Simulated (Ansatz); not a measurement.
**F₂HOSSi radical: basis-set convergence**

How large a basis does F₂HOSSi radical need? Two functionals are run in growing sets.

The runs use Ansatz 0.2.0, Gaussian basis; one geometry, several basis sets.

Plan: PBE0-D4/def2-SVP; ωB97M-V/def2-SVP; PBE0-D4/def2-QZVPP; ωB97M-V/def2-QZVPP; the functionals' def2-TZVPP values are taken from earlier runs.

## 1. The geometry

The geometry comes from an earlier relaxation with PBE0-D4 in a triple-zeta def2 set; it is a stationary point.

SMILES `O[Si](F)(F)[S]`, 6 atoms, charge 0, spin multiplicity 2.

Atoms are counted from 1 here; the program's logs count them from 0.

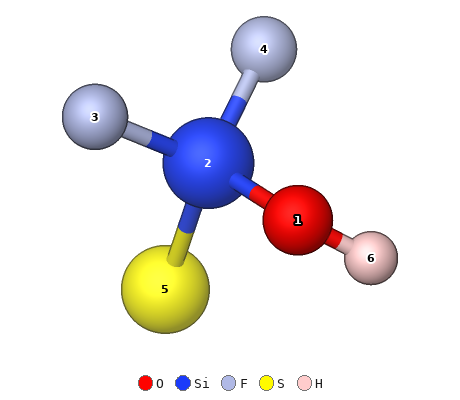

The geometry (oxygen red, silicon blue, fluorine light blue, sulfur yellow, hydrogen pink); atoms are numbered from 1 in the order of the file.

## 2. PBE0-D4 in def2-SVP

The input, in.yaml:

```yaml
crystal:
  periodic: [false, false, false]
  atoms:
    - {symbol: O, position_ang: [-0.656246, 0.076057, 1.125347]}
    - {symbol: Si, position_ang: [0.329441, -0.113839, -0.139954]}
    - {symbol: F, position_ang: [1.778356, -0.197244, 0.468863]}
    - {symbol: F, position_ang: [0.085155, -1.468126, -0.917473]}
    - {symbol: S, position_ang: [0.097609, 1.437354, -1.543072]}
    - {symbol: H, position_ang: [-1.592215, 0.201798, 0.960189]}
basis:
  gaussian: {orbitals: def2-SVP}
magnetization: {spin_polarized: true, initial_magnetization: 1}
hamiltonian: {xc: pbe0, dispersion: d4}
output: {orbitals: {seedname: orbitals}}
```

Run with:

```bash
> ansatz run in.yaml --threads 4 --pin off --events-out ev --progress --plain --max-ram 10444MiB
```

Log:

```text
Functional definition: PBE0
  name "PBE0"
  cite "Adamo & Barone, J. Chem. Phys. 110, 6158 (1999) doi:10.1063/1.478522"
  cite "Perdew, Burke & Ernzerhof, Phys. Rev. Lett. 77, 3865 (1996) doi:10.1103/PhysRevLett.77.3865"
  parent pbe
  parameter a = 0.25
  parameter kappa = 0.804
  parameter beta = 0.06672455060314922
  exchange = (1 - a)*pbe_x(kappa = kappa, mu = beta*pi^2/3) + a*exact_x
  correlation = pbe_c(beta = beta)
761 factors; integrals over basis functions are off by at most 9.2e-4 eV
mean field evaluation 1: about -26182.7019 eV, gradient 4.0e1 eV
mean field evaluation 2: about -26169.1273 eV, gradient 7.0e1 eV
mean field evaluation 4: about -26187.9212 eV, gradient 3.1e0 eV
mean field evaluation 8: about -26188.0069 eV, gradient 2.9e-1 eV
mean field evaluation 16: about -26188.0075 eV, gradient 1.1e-2 eV
mean field evaluation 32: about -26188.0077 eV, gradient 6.1e-5 eV
mean field -26188.00768266 eV, -962.3915314685 hartree, gradient 7.8e-6 eV, S^2 0.753174; 2 other end points of the search recorded, 0 dependent functions left out
reference -26188.00770092 eV, -962.3915321398 hartree; 29, 28 occupied and 54, 55 virtual orbitals, 761 factors
Total energy: -26188.13696529 eV, -962.3962825176 hartree
```

Wall time 2.8 s (4 threads of Arm Neoverse V2, shared host).

## 3. ωB97M-V in def2-SVP

in.yaml, as its differences from that of step 2:

```diff
@@ -12,3 +12,3 @@
 magnetization: {spin_polarized: true, initial_magnetization: 1}
-hamiltonian: {xc: pbe0, dispersion: d4}
+hamiltonian: {xc: {name: wB97M-V}}
 output: {orbitals: {seedname: orbitals}}
```

Launched as before.

Log, cut to the lines that bear on the results:

```text
Functional definition: wB97M-V
  name "wB97M-V"
  cite "Mardirossian & Head-Gordon, J. Chem. Phys. 144, 214110 (2016) doi:10.1063/1.4952647"
  cite "Becke, J. Chem. Phys. 107, 8554 (1997) doi:10.1063/1.475007"
  cite "Vydrov & Van Voorhis, J. Chem. Phys. 133, 244103 (2010) doi:10.1063/1.3521275"
  # Of w^i u^j: cxij and so on, Table III.
[...]
  gx(w, u) = 1 - cx + cx01*u + cx10*w
  gss(w, u) = css00 + css04*u^4 + css10*w + css20*w^2 + css43*w^4*u^3
  gos(w, u) = cos00 + cos10*w + (cos20 + cos21*u)*w^2 + (cos60 + cos61*u)*w^6
[...]
      + integral(e_c_pw_mod_opposite_spin*gos(b97_w_opposite, b97_u_opposite)) + vv10(b, c)
761 factors; integrals over basis functions are off by at most 9.2e-4 eV
208 factors; integrals over basis functions are off by at most 7.2e-6 eV
[...]
mean field -26199.60307550 eV, -962.8176542957 hartree, gradient 8.1e-6 eV, S^2 0.751610; 2 other end points of the search recorded, 0 dependent functions left out
reference -26199.60310593 eV, -962.8176554140 hartree; 29, 28 occupied and 54, 55 virtual orbitals, 761 factors
Total energy: -26199.60310593 eV, -962.8176554140 hartree
```

It took 12 s on 4 threads of Arm Neoverse V2, shared host; peak memory 0.42 GiB.

## 4. PBE0-D4 in def2-QZVPP

in.yaml, as its differences from that of step 3:

```diff
@@ -10,5 +10,5 @@
 basis:
-  gaussian: {orbitals: def2-SVP}
+  gaussian: {orbitals: "def2-QZVPP.json"}
 magnetization: {spin_polarized: true, initial_magnetization: 1}
-hamiltonian: {xc: {name: wB97M-V}}
+hamiltonian: {xc: pbe0, dispersion: d4}
 output: {orbitals: {seedname: orbitals}}
```

Same command.

Log:

```text
Functional definition: PBE0
  name "PBE0"
  cite "Adamo & Barone, J. Chem. Phys. 110, 6158 (1999) doi:10.1063/1.478522"
  cite "Perdew, Burke & Ernzerhof, Phys. Rev. Lett. 77, 3865 (1996) doi:10.1103/PhysRevLett.77.3865"
  parent pbe
  parameter a = 0.25
  parameter kappa = 0.804
  parameter beta = 0.06672455060314922
  exchange = (1 - a)*pbe_x(kappa = kappa, mu = beta*pi^2/3) + a*exact_x
  correlation = pbe_c(beta = beta)
1363 factors; their error is unknown
mean field evaluation 1: about -26199.2147 eV, gradient 4.7e1 eV
mean field evaluation 2: about -26176.9511 eV, gradient 8.5e1 eV
mean field evaluation 4: about -26205.4732 eV, gradient 4.8e0 eV
mean field evaluation 8: about -26205.5525 eV, gradient 2.2e-1 eV
mean field evaluation 16: about -26205.5774 eV, gradient 3.2e-2 eV
mean field evaluation 32: about -26205.5777 eV, gradient 1.1e-5 eV
mean field -26205.57773282 eV, -963.0372189025 hartree, gradient 6.6e-6 eV, S^2 0.755298; 2 other end points of the search recorded, 0 dependent functions left out
reference -26205.57776196 eV, -963.0372199733 hartree; 29, 28 occupied and 312, 313 virtual orbitals, 1363 factors
Total energy: -26205.70702632 eV, -963.0419703512 hartree
```

It took 27 s on 4 threads of Arm Neoverse V2, shared host; peak memory 1.8 GiB.

## 5. ωB97M-V in def2-QZVPP

in.yaml, as its differences from that of step 4:

```diff
@@ -12,3 +12,3 @@
 magnetization: {spin_polarized: true, initial_magnetization: 1}
-hamiltonian: {xc: pbe0, dispersion: d4}
+hamiltonian: {xc: {name: wB97M-V}}
 output: {orbitals: {seedname: orbitals}}
```

Launched as before.

Log, cut to the lines that bear on the results:

```text
Functional definition: wB97M-V
  name "wB97M-V"
  cite "Mardirossian & Head-Gordon, J. Chem. Phys. 144, 214110 (2016) doi:10.1063/1.4952647"
  cite "Becke, J. Chem. Phys. 107, 8554 (1997) doi:10.1063/1.475007"
  cite "Vydrov & Van Voorhis, J. Chem. Phys. 133, 244103 (2010) doi:10.1063/1.3521275"
  # Of w^i u^j: cxij and so on, Table III.
[...]
  gx(w, u) = 1 - cx + cx01*u + cx10*w
  gss(w, u) = css00 + css04*u^4 + css10*w + css20*w^2 + css43*w^4*u^3
  gos(w, u) = cos00 + cos10*w + (cos20 + cos21*u)*w^2 + (cos60 + cos61*u)*w^6
[...]
      + integral(e_c_pw_mod_opposite_spin*gos(b97_w_opposite, b97_u_opposite)) + vv10(b, c)
1315 factors; their error is unknown
236 factors; integrals over basis functions are off by at most 3.2e-5 eV
[...]
mean field -26217.21778344 eV, -963.4649828728 hartree, gradient 4.5e-6 eV, S^2 0.752507; 2 other end points of the search recorded, 0 dependent functions left out
reference -26217.21783001 eV, -963.4649845845 hartree; 29, 28 occupied and 312, 313 virtual orbitals, 1315 factors
Total energy: -26217.21783001 eV, -963.4649845845 hartree
```

Run time: 56 s. Hardware: 4 threads of Arm Neoverse V2, shared host; peak memory 2.2 GiB.

## 6. Functionals by basis

The def2-TZVPP values come from earlier runs at the same geometry.

| functional | basis | functions | energy (eV) | from the largest (eV) | HOMO (eV) | LUMO (eV) |
| --- | --- | --- | --- | --- | --- | --- |
| PBE0-D4 | def2-SVP | 83 | -26188.1370 | 17.570 | -7.99 | -5.13 |
| PBE0-D4 | def2-TZVPP | 191 | -26204.6683 | 1.039 | -8.14 | -5.18 |
| PBE0-D4 | def2-QZVPP | 341 | -26205.7070 | 0.000 | -8.18 | -5.21 |
| ωB97M-V | def2-SVP | 83 | -26199.6031 | 17.615 | -10.18 | -2.99 |
| ωB97M-V | def2-TZVPP | 191 | -26216.2447 | 0.973 | -10.35 | -3.15 |
| ωB97M-V | def2-QZVPP | 341 | -26217.2178 | 0.000 | -10.40 | -3.21 |

## 7. Outcome

| quantity | value |
| --- | --- |
| PBE0-D4: double and triple zeta above quadruple | 17.57, 1.04 eV |
| ωB97M-V: double and triple zeta above quadruple | 17.61, 0.97 eV |

In words: PBE0-D4 gains 16.53 eV from double to triple zeta, then 1.04 eV more. Total energies overstate the basis error of differences, where much of it tends to cancel.

For PBE0-D4 the largest set took about 10 times as long as the smallest (27 s against 2.8 s).
